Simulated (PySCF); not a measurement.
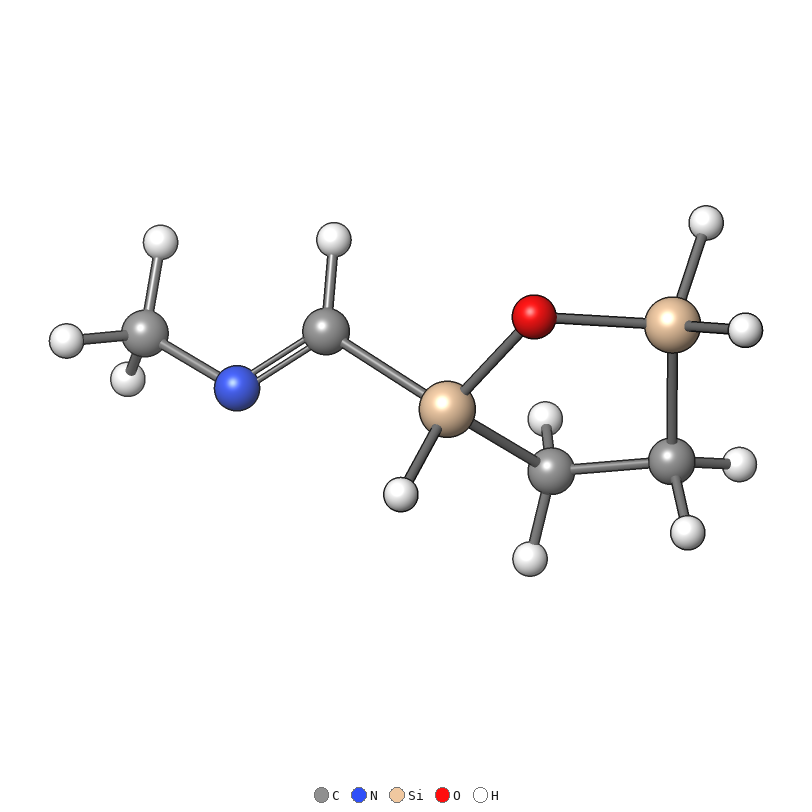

Rendered structure (ball-and-stick style).

Question: Which formula does it have?

Answer: C4H11NOSi2, 19 atoms: 4 carbon, 11 hydrogen, 1 nitrogen, 1 oxygen and 2 silicon.

Question: How many bonds of each kind are drawn?

Answer: 8 C–H, 3 C–Si, 3 Si–H, 2 C–N, 2 O–Si, 1 C–C.

Question: Describe its rings.

Answer: Independent rings (smallest set): 1 of 5 members.

Question: Give a SMILES string for it.

Answer: C/N=C/[Si@H]1CC[SiH2]O1

The parts below concern this one geometry. Atoms keep their numbers from picture to picture. Computed geometry: PBE0-D3(BJ)/def2-SVP optimisation. No frequency run is at hand to confirm it as a minimum.

## Symmetry

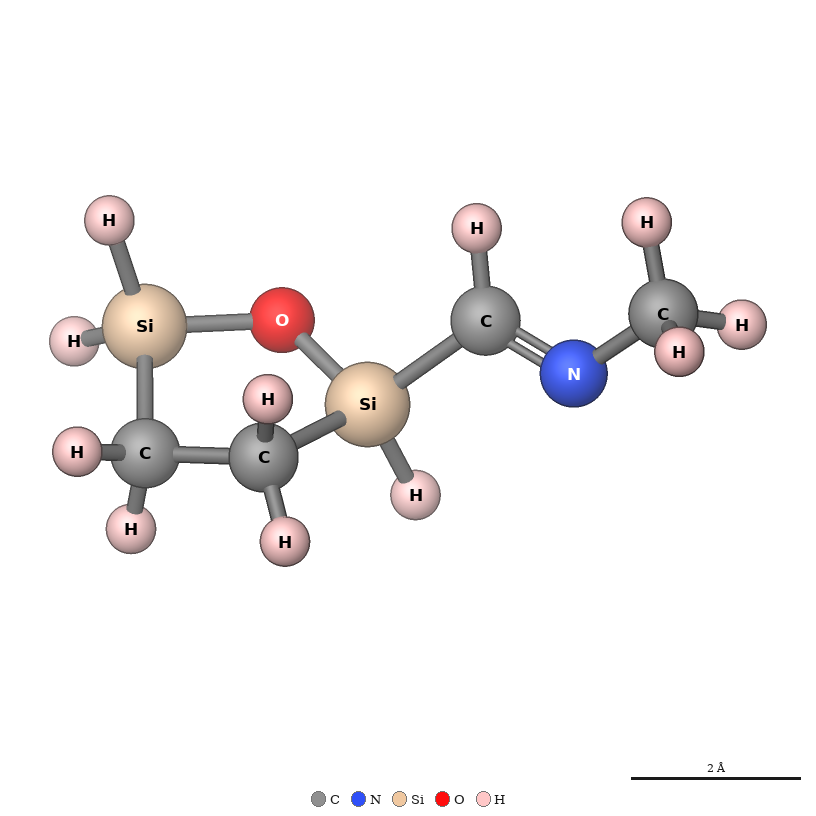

Depth is shown by fading: the farther an atom, the more it takes the colour of the background. No frequency run is at hand to confirm it as a minimum. Masses are those of the most abundant isotopes; constants are for the rigid equilibrium geometry.

Question: Classify the rotor and give the rotational constants (cm⁻¹).

Answer: An asymmetric top (C1): A = 0.125, B = 0.0230, C = 0.0211 cm⁻¹. Ray's parameter κ is −0.96, close to the prolate limit.

## Excitation

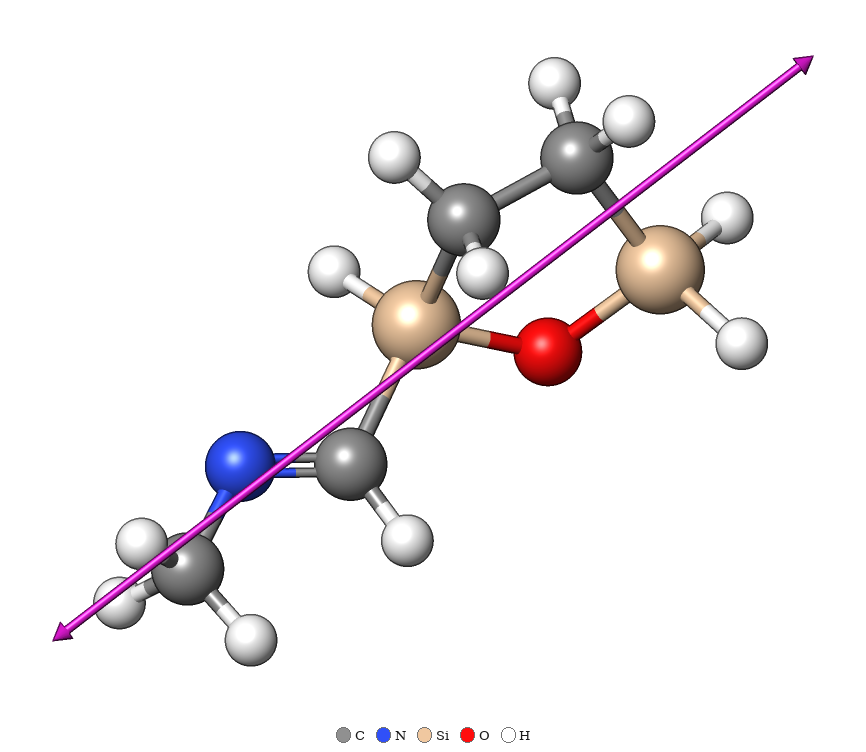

The double arrow shows the direction of the transition dipole to excited singlet state 3 (its length means nothing). No frequency run is at hand to confirm it as a minimum. Method: TDDFT CAM-B3LYP/def2-SVPD, vertical, gas phase, core orbitals frozen in the response (PySCF 2.14.0).

Question: Give its energy, strength and character.

Answer: 6.86 eV (181 nm), oscillator strength 0.047, of mixed character, with the largest part HOMO−3 → LUMO (weight 0.44); transition dipole 1.35 D.

## Ring current

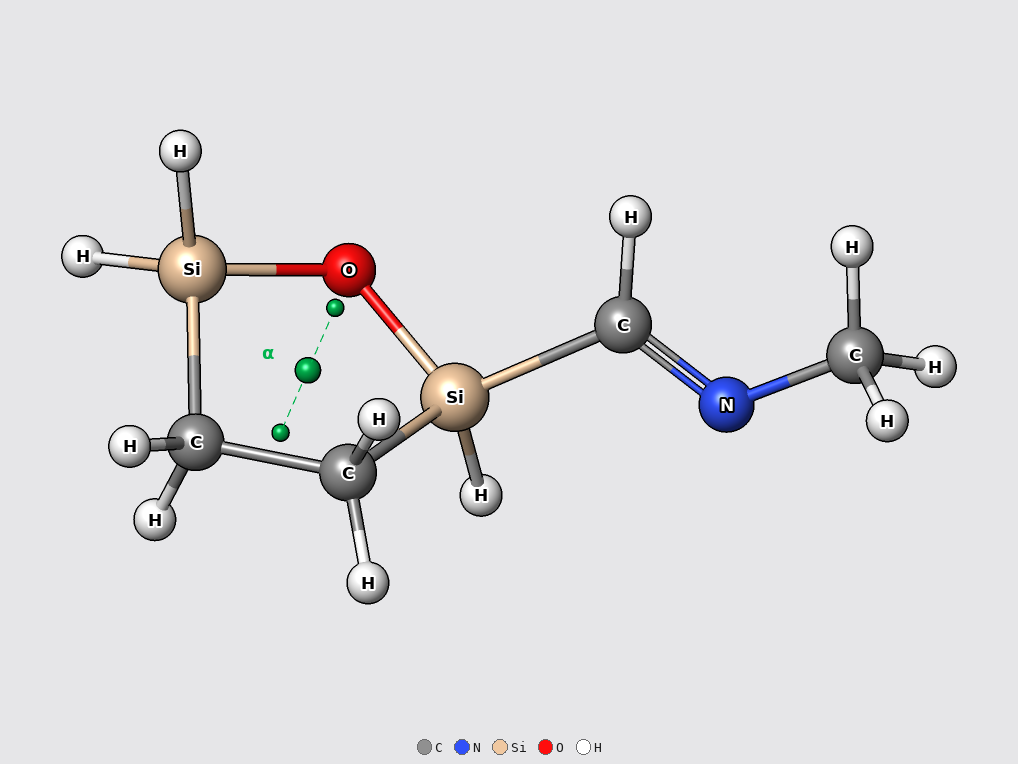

The small points mark where nucleus-independent chemical shifts (NICS) were computed: at the centre of each lettered ring and 1 Å above and below it. No frequency run is at hand to confirm it as a minimum. Level of theory: GIAO PBE0/pcSseg-1 NMR shielding, non-relativistic, IEF-PCM acetonitrile (PySCF 2.14.0).

Give NICS(0), NICS(1) and the out-of-plane component NICS(1)zz for each ring (means of the two sides).

```csv
ring,members,NICS(0),NICS(1),NICS(1)zz
α,C2OSi2,−5.1,−2.9,−2.3
```

Values in ppm.

Question: What do the values say about the ring currents?

Answer: Ring α: weak, as in a non-aromatic ring. NICS is one index among several.

## NMR shielding

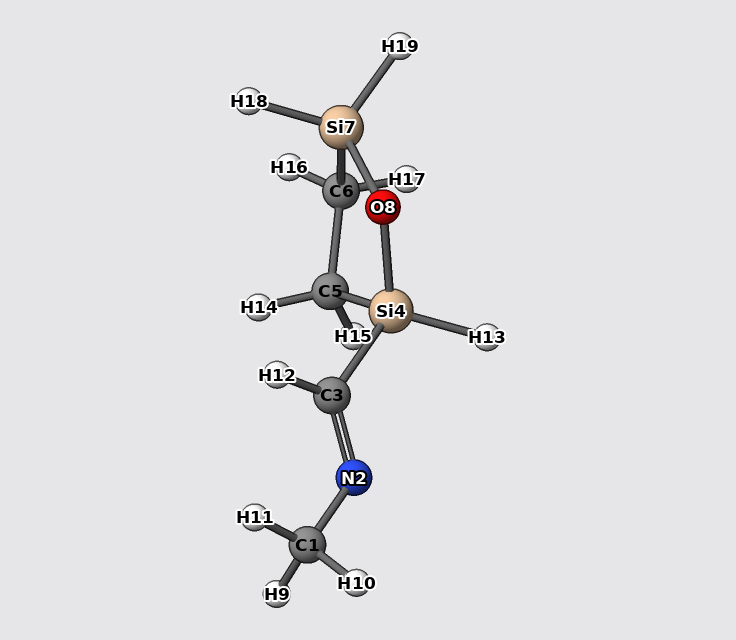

The questions are on isotropic NMR shieldings of the C atoms. No frequency run is at hand to confirm it as a minimum. Properties computed with GIAO PBE0/pcSseg-1 NMR shielding, non-relativistic, IEF-PCM acetonitrile (PySCF 2.14.0).

Give the isotropic NMR shieldings of the C atoms atom by atom.

| atom | σ (ppm) |
| --- | --- |
| C1 | 127.1 |
| C3 | −2.3 |
| C5 | 175.9 |
| C6 | 176.6 |
